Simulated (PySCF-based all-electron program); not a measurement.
```xyz
5
charge 0, multiplicity 1
Ru    0.0000    0.0000    0.0000
H     0.9064    0.9064    0.9064
H    -0.9064   -0.9064    0.9064
H    -0.9064    0.9064   -0.9064
H     0.9064   -0.9064   -0.9064
```

Geometry: a fixed input geometry, not necessarily a minimum. Other spin states may lie lower.

Describe the molecule in this file.

The molecule is RuH₄. Coordination: 1 Ru tetrahedral.

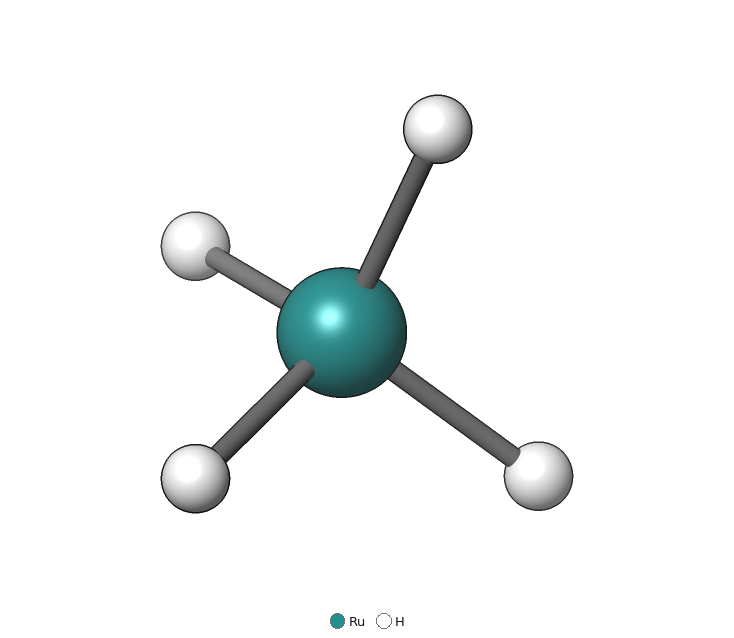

The picture comes from a calculation with PySCF-based all-electron program.
